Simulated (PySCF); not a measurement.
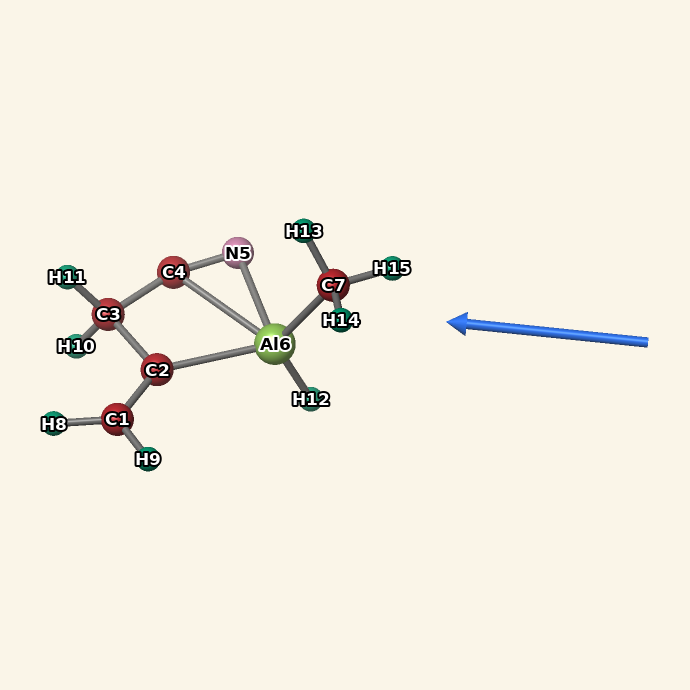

The arrow beside the molecule shows the direction of the dipole moment, from the negative to the positive end (its length means nothing). Computed geometry: GFN2-xTB optimisation. No frequency run is at hand to confirm it as a minimum. Properties computed with ωB97X-D/def2-SVPD, gas phase (PySCF 2.14.0).

Q: How large is the dipole moment?

A: 3.89 D; it points from the side of H15 to the side of H8, H11 (the outermost atoms at the two ends).

The geometry is semi-empirical. Around Al such bond lengths and angles can be off by a tenth of an ångström or more and by several degrees, and values that hang on the shape move with them.
